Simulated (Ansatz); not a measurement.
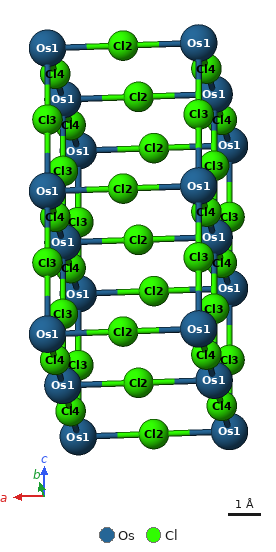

This is crystalline OsCl3 (built on the ReO3 type). A ball-and-stick model of the cell of the calculation, repeated 1 × 2 × 2 with one cell outlined, seen from a free direction.

Level of theory: DFT PBE+U, scalar-relativistic, plane waves, PAW in Ansatz 0.2.0. Set-up: plane-wave cutoff 420 eV; k-point mesh 6 × 6 × 6; occupations gaussian; smearing width 0.05 eV; U Os 2.0 eV; collinear spin.

Change: All lengths are scaled by +0.6 % (volume +1.7 %), the atoms keeping their fractional coordinates. No relaxation follows.

**What is the effect?**

Near-neighbour distances before and after: Cl–Os 2.412 → 2.425 Å. The space group stays Pm-3m (No. 221). The energy changes by less than 1 meV per atom. The pressure goes from −0.2 to −0.5 GPa. The principal stresses (compression positive) are −0.2 GPa along b and −0.7 GPa across it. All forces vanish by symmetry. The absolute magnetisation per cell goes from 2.67 to 2.90 μB (net moment 2.59 and 2.83 μB).
